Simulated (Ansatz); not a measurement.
# BaTiO3 (R3m): converging the G0W0 gap

Aim: see how the G0W0 gap of BaTiO3 (R3m) on r2SCAN moves with empty bands and screening cutoff, and what each rung costs.

Program: Ansatz 0.2.0. Level of theory: G0W0 on r2SCAN, plane waves, PAW. Results are calculated unless marked as measured.

## Step 1: The structure

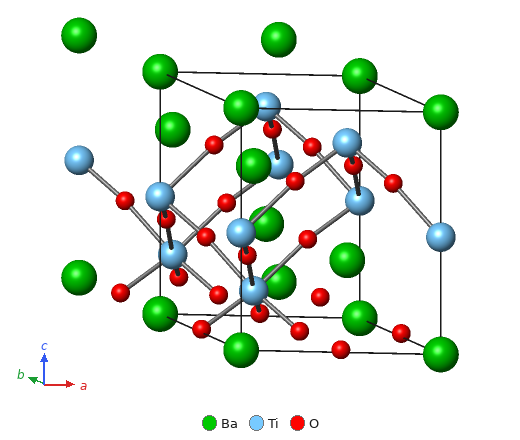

Start, viewed slightly off an axis; barium green, titanium blue, oxygen red. 1×2×1 cells are drawn. This picture shows the conventional cell, with its axes. Some periodic images of atoms are drawn too.

The cell and positions come from the Crystallography Open Database and are kept as given unless a step says otherwise. Spin-orbit coupling is left out unless a step names it. The default PAW set here is soft_2. Its files were made with PBE.

## Step 2: 83 empty bands, screening to 69 eV

Now the one-shot GW correction: screening in the RPA, then the self-energy of the levels asked for.

Contents of input.yaml:

```yaml
crystal:
  lattice:
    - [2.8273666084, 1.6323808724, 2.3183934932]
    - [-2.8273666084, 1.6323808724, 2.3183934932]
    - [0.0, -3.2647617449, 2.3183934932]
  atoms:
    - { symbol: Ba, position: [0.0, 0.0, 0.0] }
    - { symbol: Ti, position: [0.4845, 0.4845, 0.4845] }
    - { symbol: O, position: [0.5086, 0.5086, 0.0175] }
    - { symbol: O, position: [0.0175, 0.5086, 0.5086] }
    - { symbol: O, position: [0.5086, 0.0175, 0.5086] }
kpoints:
  mp_grid: { grid: [4, 4, 4] }
hamiltonian:
  xc: r2scan
scf:
  occupations: { method: fixed }
gw:
  n_empty_bands: 83
  ecut_chi: 69
  qp_bands: [v2, c2]
  qp_kpoints: band_edges
  screening: { model: contour_deformation }
```

Started as:

```console
> ansatz run input.yaml --threads 3 --pin off --max-ram 92160MiB --backend cuda --events-out ev --progress --plain --runs-dir out --devices 1 --max-vram 13GiB  # rebuilt from the run's record
```

Numbers of over 12 decimals in the logs are rounded to 6 here.

The program printed:

```text
GPUs: using 1 of 1 available (devices: 1).
Engine: ansatz 0.2.0, x86_64-unknown-linux-gnu
Pseudopotentials: kind: paw
Pseudopotential: Ba, paw, valence charge 10, recommended cutoff 500 eV (meta_gga), Ba.paw.azcp
Pseudopotential: Ti, paw, valence charge 12, recommended cutoff 500 eV (meta_gga), Ti.paw.azcp
Pseudopotential: O, paw, valence charge 6, recommended cutoff 500 eV (meta_gga), O.paw.azcp
Functional definition: r2SCAN
  parameter k0 = 0.174
  parameter k1 = 0.065
  parameter a1 = 4.9479
  exchange = r2scan_x(k0 = k0, k1 = k1, a1 = a1)
  correlation = r2scan_c
device memory: the entry about to start is reckoned to put 0.9 GiB on a device that reports 51.2 GiB free (of which the cap on the GPU budget leaves the run 13.0 GiB)
GPU FFT provider: cuFFT
GPU libraries: cuBLAS 13.8.2, cuFFT 12.4.0, cuSOLVER 12.3.4
Crystal: 5 atoms, lattice volume = 64.201 Å³
Basis set: ecut = 500 eV, 1647 PW (Γ), exchange–correlation on 120×120×120 points (64 copies of the dense FFT grid, shifted against one another)
Bands: 25, of which v1, the nominal top of the filled ones, is band 20 counted from 1 (19 counted from 0)
Symmetry: 6 space group operations
Space group: R3m (ITA 160), of the structure as read, at distance tolerance 4.0e-5 Å
k-points: 13 of 64 (time reversal used)
Non-local potential: Ba, projectors of the file, l = 0: 3, l = 1: 2, l = 2: 2, l = 3: 2
Non-local potential: Ti, projectors of the file, l = 0: 3, l = 1: 2, l = 2: 3, l = 3: 1
Non-local potential: O, projectors of the file, l = 0: 2, l = 1: 2, l = 2: 1
PAW form: soft (Blöchl's): semilocal exchange-correlation on the pseudo side does not see the compensation charge
PAW frozen core: Ba, regenerated for the run's functional (the file was generated under x = pbe(κ = 0.804, μ = 0.219515), c = pbe(β = 0.066725))
PAW frozen core: Ti, regenerated for the run's functional (the file was generated under x = pbe(κ = 0.804, μ = 0.219515), c = pbe(β = 0.066725))
PAW frozen core: O, regenerated for the run's functional (the file was generated under x = pbe(κ = 0.804, μ = 0.219515), c = pbe(β = 0.066725))
PAW one-centre angular grid: Ba, 302 points (default); XC on 160 Gauss nodes
PAW one-centre angular grid: Ti, 590 points (default); XC on 160 Gauss nodes
PAW one-centre angular grid: O, 302 points (default); XC on 160 Gauss nodes
Initial density: superposition of atomic densities (neutral atoms: chi_scale 0, normalization atom), corrected by the library's trained network
Initial wavefunctions: pseudopotential atomic-orbital guess
GPU buffer pool allocated for 27000 grid points (all kernels)
GPU transforms: local potential and band sums: pruned to the plane-wave sphere, on 30×30×30
Functional: x = r2scan, c = r2scan; τ floored in thin density (d = 2e-4 eV/Å³)
SCF iter   1: F=—  HF=-10183.725294 eV  |F-HF|=—  |Δ(HF+E_count)|=         —  Δρ=2.09e-2  dr2=3.52e-1  dr2_τ=2.49e-1  ethr=1.77e-3  ⟨swp⟩=4.8  Hψ=1398  notcnv=0  defer=24
preconditioner: auto → Resta (q_TF=auto, 2.521 Å⁻¹)  ε∞=4.9  [insulator: Δε(μ)=3.257 eV  Ē_g=13.214 eV  n_scr=18 (ndim 8)  ℏωp=26.2 eV  f_vac=0.000  ε∞_Penn≈4.9]
SCF iter   2: F=—  HF=-10183.834614 eV  |F-HF|=—  |Δ(HF+E_count)|=   1.09e-1  Δρ=1.08e-2  dr2=4.52e-2  dr2_τ=1.90e-2  ethr=8.80e-4  ⟨swp⟩=3.4  Hψ=724  notcnv=0  defer=20
SCF iter   3: F=—  HF=-10183.828582 eV  |F-HF|=—  |Δ(HF+E_count)|=   6.03e-3  Δρ=3.58e-3  dr2=5.50e-3  dr2_τ=4.10e-4  ethr=1.13e-4  ⟨swp⟩=2.6  Hψ=478  notcnv=0  defer=30
SCF iter   4: F=—  HF=-10183.827854 eV  |F-HF|=—  |Δ(HF+E_count)|=   7.28e-4  Δρ=1.45e-3  dr2=9.55e-4  dr2_τ=1.52e-4  ethr=1.38e-5  ⟨swp⟩=2.3  Hψ=552  notcnv=0  defer=37
SCF iter   5: F=—  HF=-10183.827717 eV  |F-HF|=—  |Δ(HF+E_count)|=   1.37e-4  Δρ=3.22e-4  dr2=5.13e-5  dr2_τ=4.08e-6  ethr=2.39e-6  ⟨swp⟩=2.1  Hψ=462  notcnv=0  defer=37
SCF iter   6: F=—  HF=-10183.827721 eV  |F-HF|=—  |Δ(HF+E_count)|=   4.42e-6  Δρ=8.00e-5  dr2=4.91e-6  dr2_τ=2.84e-7  ethr=1.28e-7  ⟨swp⟩=2.4  Hψ=499  notcnv=0  defer=13
SCF iter   7: F=-10183.827721 eV  HF=-10183.827721 eV  |F-HF|=8.44e-9  |Δ(HF+E_count)|=   4.10e-7  Δρ=8.04e-6  dr2=2.62e-8  dr2_τ=3.81e-9  ethr=2.50e-10  ⟨swp⟩=7.2  Hψ=1617  notcnv=0
SCF 1 converged in 7 iterations: F = -10183.827721 eV  dr2 = 2.62e-8
  greatest PAW one-centre occupation: 0.999 electrons in one spin orbital (limit 2), on the Ti atom at site 1 (counted from 0), in its partial waves of l = 1
device memory: the entry about to start is reckoned to put 1.0 GiB on a device that reports 51.2 GiB free (of which the cap on the GPU budget leaves the run 13.0 GiB)
NSCF: frozen V_eff on 13 k-points, pencils in batches of 32, up to order 100
the band table was solved once the SCF had ended and its energy, with any forces and stress, was formed, with the checks that follow a solve (1395 applications of the Hamiltonian). They found nothing against the state; the energy, forces and stress were not computed again (output.eigenvalues in the input reference)
device memory: the entry about to start is reckoned to put 2.4 GiB on a device that reports 51.1 GiB free (of which the cap on the GPU budget leaves the run 13.0 GiB)
NSCF: frozen V_eff on 13 k-points
G₀W₀ screening: q 1/13
[... further progress lines ...]
device memory: the entry about to start is reckoned to put 0.5 GiB on a device that reports 53.2 GiB free (of which the cap on the GPU budget leaves the run 13.0 GiB)
NSCF: frozen V_eff on 1 k-points
device memory: the entry about to start is reckoned to put 0.5 GiB on a device that reports 53.2 GiB free (of which the cap on the GPU budget leaves the run 13.0 GiB)
NSCF: frozen V_eff on 1 k-points
device memory: the entry about to start is reckoned to put 0.5 GiB on a device that reports 53.2 GiB free (of which the cap on the GPU budget leaves the run 13.0 GiB)
NSCF: frozen V_eff on 1 k-points
SCF converged after 7 iterations
Free energy (F): -10183.827721 eV
Harris-Foulkes:  -10183.827721 eV  (|F-HF|=8.44e-9)
Internal energy: -10183.827721 eV  (E = F + TS)
E sigma→0 (E₀):  -10183.827721 eV
Fermi energy:    9.917450 eV
--- Per-component energies (eV) ---
  E_band       = -173.580595
  E_kinetic    = 975.426620
  E_local      = -2117.745663  (includes V_loc(G=0)·N_el)
  E_nonlocal   = 199.873233
  E_hartree    = 829.173964
  E_xc         = -475.632485
  E_vxc        = -604.748218  (∫ρ·V_xc dr)
  E_paw        = -6785.433909  (= ΣΔE_a)
  E_vpaw       = -321.556852  (= ΣTr[D̂ρ^β])
  E_aug_tail   = 0.003067  (compensation charges beyond the density's cutoff)
  E_vtau       = 36.820934  (kinetic-family band-sum trace: ∫τ·v_τ [+ j·A + Jᵃ·Aᵃ] dr)
  E_ewald      = -2809.213684
  E_core_change = -0.278864  (= ΣΔE_core)
  E_smearing   = -0.000000  (= −TS)
  E_closure    = -0.000000  (closes the sum)
  Σ components = -10183.827721   (vs F -10183.827721, Δ=0.00e0)
--- Band table (eV; the first three rows and the last of 13) ---
  k-point 0: bands = [... 16 lower, 8.8042, 9.4350, 9.5490, 9.5490, 12.7147, 12.7147, 12.8515, 14.7904, ... 1 higher]
  k-point 1: bands = [... 16 lower, 8.5019, 8.7202, 9.2895, 9.3088, 12.7962, 13.3851, 13.4741, 14.7829, ... 1 higher]
  k-point 2: bands = [... 16 lower, 8.2694, 8.3293, 8.9788, 9.0922, 12.8595, 14.0931, 14.1933, 14.7548, ... 1 higher]
  k-point 12: bands = [... 16 lower, 7.6166, 9.9033, 9.9033, 9.9174, 14.6501, 14.8061, 14.8061, 17.2667, ... 1 higher]
--- G₀W₀: contour deformation, 6 samples at zero and on the imaginary axis and 1 off it, 64 q-points, 83 empty bands' worth ---
  eigenvalues of the whole cell's RPA ε∞ on this k-mesh (on a slab, of 1 + 4πα/V) = 4.7943, 5.2005, 5.2005; static W/v taken at q = 0 is 0.197604
  gw.qp_kpoints: band_edges: 11 of 13 stored k-points solved, in 1 pass; an edge of the gap read off the rows below is read off those points alone
    valence top: of the k-points left out ik 9 came nearest to being solved in a further pass, in band 19 (counted from 1, as in the quasiparticle table): it holds the edge there only if its correction is more favourable than any solved in that band by at least 0.612 eV; those differ by 0.158 eV
    conduction bottom: of the k-points left out ik 9 came nearest to being solved in a further pass, in band 21 (counted from 1, as in the quasiparticle table): it holds the edge there only if its correction is more favourable than any solved in that band by at least 0.933 eV; those differ by 0.152 eV
    ik  band        ε_KS         Σx   Σc(E_QP)       V_xc       Z   E_QP_lin       E_QP  E_QP is
     0    19      9.5490   -25.9150     4.4623   -21.6810  0.7497     9.7764     9.7772  root
     0    20      9.5490   -25.9150     4.4623   -21.6810  0.7497     9.7764     9.7772  root
     0    21     12.7147   -12.9312    -5.7132   -20.1616  0.7545    14.2710    14.2319  root
     0    22     12.7147   -12.9312    -5.7132   -20.1616  0.7545    14.2710    14.2319  root
     1    19      9.2895   -25.4164     4.3789   -21.2214  0.7475     9.4729     9.4734  root
     1    20      9.3088   -25.8606     4.5552   -21.5090  0.7475     9.5117     9.5124  root
     1    21     12.7962   -13.1226    -5.7601   -20.4154  0.7521    14.3699    14.3289  root
     1    22     13.3851   -13.8425    -5.9724   -21.4142  0.7393    15.0359    14.9844  root
     2    19      8.9788   -25.4729     4.4852   -21.1482  0.7449     9.1389     9.1393  root
     2    20      9.0922   -25.9481     4.6968   -21.4333  0.7458     9.2736     9.2741  root
     2    21     12.8595   -13.2148    -5.8907   -20.6640  0.7492    14.4618    14.4180  root
     2    22     14.0931   -14.4947    -6.4196   -22.5781  0.7201    15.8279    15.7569  root
     3    19      9.0238   -25.3988     4.5257   -21.0198  0.7462     9.1701     9.1705  root
     3    20      9.4312   -25.5845     4.7463   -20.9757  0.7436     9.5684     9.5687  root
     3    21     13.3866   -13.7121    -6.0694   -21.3798  0.7396    15.0368    14.9849  root
     3    22     13.5134   -14.0475    -6.0283   -21.7016  0.7358    15.1946    15.1392  root
     4    19      8.9221   -25.2662     4.7469   -20.6210  0.7413     9.0237     9.0239  root
     4    20      9.4462   -25.3534     4.8049   -20.6705  0.7411     9.5678     9.5681  root
     4    21     13.4721   -13.9029    -6.1121   -21.6367  0.7367    15.1486    15.0938  root
     4    22     14.1406   -14.4003    -6.5214   -22.5861  0.7190    15.8771    15.8051  root
     5    19      9.0542   -25.4468     4.5585   -21.0350  0.7463     9.2005     9.2009  root
     5    20      9.4562   -25.5410     4.7201   -20.9671  0.7434     9.6020     9.6023  root
     5    21     13.3099   -13.6687    -6.0023   -21.2642  0.7420    14.9530    14.9031  root
     5    22     13.5317   -13.9073    -6.1075   -21.6308  0.7353    15.2031    15.1477  root
[...]
11    19      9.3577   -25.2311     4.8433   -20.4865  0.7404     9.4562     9.4565  root
    11    20      9.4213   -25.2212     4.8184   -20.5310  0.7400     9.5492     9.5495  root
    11    21     13.8401   -14.1462    -6.2986   -22.0849  0.7292    15.5423    15.4802  root
    11    22     14.2814   -14.1301    -6.6576   -22.4405  0.7176    16.0076    15.9342  root
    12    19      9.9033   -25.8945     4.8730   -21.2240  0.7436    10.1051    10.1058  root
    12    20      9.9174   -25.9199     4.8838   -21.2390  0.7436    10.1196    10.1203  root
    12    21     14.6501   -14.5100    -6.9526   -23.1315  0.7051    16.4058    16.3190  root
    12    22     14.8061   -14.5936    -7.0200   -23.2968  0.7025    16.5796    16.4893  root
```

It took 14 s on 1 × NVIDIA H100 80GB HBM3 (shared by 6 runs) with 3 threads of AMD EPYC 7R13 (Zen 3), shared host; peak memory 1.2 GiB; 9.1 s of CPU time.

Numbers from this step:

| Quantity | Value |
| --- | --- |
| bands summed | 103 |
| RPA ε∞ on this mesh (eigenvalues) | 4.794, 5.200, 5.200 |
| plane waves in the screening matrix | 81 |
| q-points in the mesh | 64 |
| G0W0 gap on the mesh | 4.112 eV |
| k of the valence top | -0.5, -0.5, -0.5 |
| k of the conduction bottom | 0, 0, 0 |
| starting gap on the mesh | 2.797 eV |
| Z at the valence top | 0.7436 |
| Z at the conduction bottom | 0.7545 |
| least direct G0W0 gap on the computed points | 4.455 eV |

The gap on the mesh goes from 2.80 eV to 4.11 eV, a correction of +1.31 eV. Between the two edge states, bare exchange in place of the xc potential would open the gap by 11.91 eV, and correlation takes back 10.60 eV.

## Step 3: 236 empty bands, screening to 138 eV

Another rung: the empty bands reach about as high as the screening cutoff, so the two stay in balance.

Edit input.yaml of step 2 so:

```diff
@@ -18,4 +18,4 @@
 gw:
-  n_empty_bands: 83
-  ecut_chi: 69
+  n_empty_bands: 236
+  ecut_chi: 138
   qp_bands: [v2, c2]
```

The program printed:

```text
GPUs: using 1 of 1 available (devices: 1).
[...]
GPU FFT provider: cuFFT
GPU libraries: cuBLAS 13.8.2, cuFFT 12.4.0, cuSOLVER 12.3.4
Crystal: 5 atoms, lattice volume = 64.201 Å³
Basis set: ecut = 500 eV, 1647 PW (Γ), exchange–correlation on 120×120×120 points (64 copies of the dense FFT grid, shifted against one another)
Bands: 25, of which v1, the nominal top of the filled ones, is band 20 counted from 1 (19 counted from 0)
Symmetry: 6 space group operations
[...]
k-points: 13 of 64 (time reversal used)
[...]
GPU buffer pool allocated for 27000 grid points (all kernels)
[...]
SCF iter   1: F=—  HF=-10183.725294 eV  |F-HF|=—  |Δ(HF+E_count)|=         —  Δρ=2.09e-2  dr2=3.52e-1  dr2_τ=2.49e-1  ethr=1.77e-3  ⟨swp⟩=4.8  Hψ=1398  notcnv=0  defer=24
[...]
SCF iter   7: F=-10183.827721 eV  HF=-10183.827721 eV  |F-HF|=8.44e-9  |Δ(HF+E_count)|=   4.10e-7  Δρ=8.04e-6  dr2=2.62e-8  dr2_τ=3.81e-9  ethr=2.50e-10  ⟨swp⟩=7.2  Hψ=1617  notcnv=0
SCF 1 converged in 7 iterations: F = -10183.827721 eV  dr2 = 2.62e-8
[...]
NSCF: frozen V_eff on 13 k-points, pencils in batches of 32, up to order 100
[...]
NSCF: frozen V_eff on 13 k-points
G₀W₀ screening: q 1/13
[... further progress lines ...]
[...]
SCF converged after 7 iterations
Free energy (F): -10183.827721 eV
[...]
Internal energy: -10183.827721 eV  (E = F + TS)
E sigma→0 (E₀):  -10183.827721 eV
Fermi energy:    9.917450 eV
[...]
--- Band table (eV; the first three rows and the last of 13) ---
  k-point 0: bands = [... 16 lower, 8.8042, 9.4350, 9.5490, 9.5490, 12.7147, 12.7147, 12.8515, 14.7904, ... 1 higher]
  k-point 1: bands = [... 16 lower, 8.5019, 8.7202, 9.2895, 9.3088, 12.7962, 13.3851, 13.4741, 14.7829, ... 1 higher]
  k-point 2: bands = [... 16 lower, 8.2694, 8.3293, 8.9788, 9.0922, 12.8595, 14.0931, 14.1933, 14.7548, ... 1 higher]
  k-point 12: bands = [... 16 lower, 7.6166, 9.9033, 9.9033, 9.9174, 14.6501, 14.8061, 14.8061, 17.2667, ... 1 higher]
[...]
bands read: the sum over 256 bands ends inside a degenerate multiplet in 1 slot, whose members it reads at an even weight; the widest, k=7: bands 256 to 257 (counted from 1) at 1/2 each
[...]
0    19      9.5490   -25.9150     4.1002   -21.6810  0.7433     9.4149     9.4151  root
     0    20      9.5490   -25.9150     4.1002   -21.6810  0.7433     9.4149     9.4151  root
     0    21     12.7147   -12.9312    -6.1246   -20.1616  0.7497    13.8402    13.8205  root
     0    22     12.7147   -12.9312    -6.1246   -20.1616  0.7497    13.8402    13.8205  root
     1    19      9.2895   -25.4164     4.0318   -21.2214  0.7413     9.1258     9.1263  root
     1    20      9.3088   -25.8606     4.2019   -21.5090  0.7413     9.1587     9.1590  root
     1    21     12.7962   -13.1226    -6.1747   -20.4154  0.7472    13.9349    13.9142  root
     1    22     13.3851   -13.8425    -6.3990   -21.4142  0.7339    14.5839    14.5578  root
[...]
12    19      9.9033   -25.8945     4.5417   -21.2240  0.7364     9.7743     9.7745  root
    12    20      9.9174   -25.9199     4.5526   -21.2390  0.7365     9.7888     9.7890  root
    12    21     14.6501   -14.5100    -7.3970   -23.1315  0.6986    15.9181    15.8746  root
    12    22     14.8061   -14.5936    -7.4706   -23.2968  0.6960    16.0845    16.0387  root
```

The job ended after 14 s (1 × NVIDIA H100 80GB HBM3 (shared by 6 runs) with 3 threads; peak memory 1.4 GiB).

This step gave:

```yaml
bands_summed: 256
rpa_eps_infinity_on_this_mesh_eigenvalues: 4.740, 5.134, 5.134
plane_waves_in_the_screening_matrix: 251
q_points_in_the_mesh: 64
g0w0_gap_on_the_mesh: 4.031 eV
k_of_the_valence_top: -0.5, -0.5, -0.5
k_of_the_conduction_bottom: 0, 0, 0
starting_gap_on_the_mesh: 2.797 eV
z_at_the_valence_top: 0.7365
z_at_the_conduction_bottom: 0.7497
least_direct_g0w0_gap_on_the_computed_points: 4.405 eV
```

Against the run with 4×4×4 mesh, 83 empty bands, screening to 69 eV, the gap moves by −0.08 eV.

## Step 4: 508 empty bands, screening to 230 eV

Edit input.yaml of step 3 so:

```diff
@@ -18,4 +18,4 @@
 gw:
-  n_empty_bands: 236
-  ecut_chi: 138
+  n_empty_bands: 508
+  ecut_chi: 230.0
   qp_bands: [v2, c2]
```

The program printed:

```text
GPUs: using 1 of 1 available (devices: 1).
[...]
GPU FFT provider: cuFFT
GPU libraries: cuBLAS 13.8.2, cuFFT 12.4.0, cuSOLVER 12.3.4
Crystal: 5 atoms, lattice volume = 64.201 Å³
Basis set: ecut = 500 eV, 1647 PW (Γ), exchange–correlation on 120×120×120 points (64 copies of the dense FFT grid, shifted against one another)
Bands: 25, of which v1, the nominal top of the filled ones, is band 20 counted from 1 (19 counted from 0)
[...]
1    22     13.3851   -13.8425    -6.5886   -21.4142  0.7310    14.3861    14.3682  root
[...]
12    19      9.9033   -25.8945     4.3126   -21.2240  0.7325     9.5432     9.5454  root
    12    20      9.9174   -25.9199     4.3227   -21.2390  0.7326     9.5570     9.5592  root
    12    21     14.6501   -14.5100    -7.6004   -23.1315  0.6951    15.7005    15.6712  root
    12    22     14.8061   -14.5936    -7.6762   -23.2968  0.6924    15.8636    15.8331  root
[key lines of the parts left out:]
SCF converged after 7 iterations
Free energy (F): -10183.827721 eV
Fermi energy:    9.917450 eV
```

The job ended after 45 s (1 × NVIDIA H100 80GB HBM3 (shared by 6 runs) with 3 threads; peak memory 1.9 GiB).

This step gave:

```yaml
bands_summed: 528
rpa_eps_infinity_on_this_mesh_eigenvalues: 4.731, 5.123, 5.123
plane_waves_in_the_screening_matrix: 485
g0w0_gap_on_the_mesh: 4.087 eV
k_of_the_valence_top: -0.5, -0.5, -0.5
k_of_the_conduction_bottom: 0, 0, 0
starting_gap_on_the_mesh: 2.797 eV
least_direct_g0w0_gap_on_the_computed_points: 4.470 eV
```

Against the run with 4×4×4 mesh, 236 empty bands, screening to 138 eV, the gap moves by +0.06 eV.

(Part 1 of 2 ends here.)

[Paths, hosts, dates, memory and timing lines, banners, echoed tables and standing remarks are left out of the program output.]

[Logs are printed without paths, hosts, clocks, repeated set-up lines and the standing remarks that a program may print on its own settings, such as how far it seeks lower states.]

[Runs of the session that timed out or met a known fault of the program may be left out.]

[Cells called generated may have been cut or substituted from an entry of the Crystallography Open Database or the Materials Project.]

[Hosts, paths, dates, database ids (printed as entryN), source tags and the programs' standing remarks are cut or masked in the printed files.]
